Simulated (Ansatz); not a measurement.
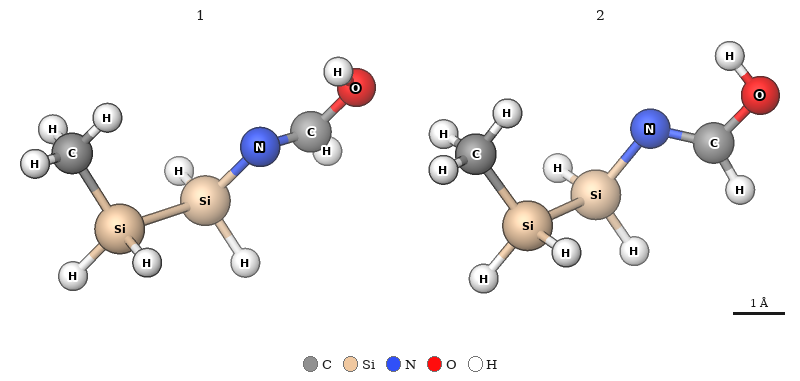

Two geometries of C2H9NOSi2, drawn at one scale. One is the start of a relaxation, the other its converged end. A ball-and-stick model, seen at a tilt.

Theory: RKS PBE0-D4/STO-3G in Ansatz 0.2.0. Set-up: no spin polarisation; force threshold 0.02 eV/Å; at most 40 steps.

Which geometry has the lower energy?

Answer. Structure 2 is the relaxed one. The run prepares the start of a later molecular dynamics calculation, from a guessed geometry. The atom that moves furthest after the best rigid fit is an H atom (1.32 Å). By element the largest moves are H 1.32 Å, N 0.60 Å, C 0.42 Å, Si 0.36 Å, O 0.35 Å. Among the contacts that change: N–Si 1.692 → 1.800 Å, Si–Si 2.336 → 2.252 Å, C–H 1.026 → 1.094 Å, H–Si 1.513 → 1.445 Å. Among the angles between lasting bonds that change: N–Si–H 105.7° → 110.7°, H–C–H 112.5° → 107.7°, C–O–H 105.5° → 100.9°. Groups turn about N–Si by about 65°. Over 16 accepted moves (19 points after the start) the energy falls by 70.6 kJ/mol. Largest force component: 3.3 eV/Å at the start, 0.016 eV/Å at the end. The line search rejected the trial steps at points 5, 11, 14 of the run.

Limits of the set-up: STO-3G is a minimal basis, so the numbers are rough.
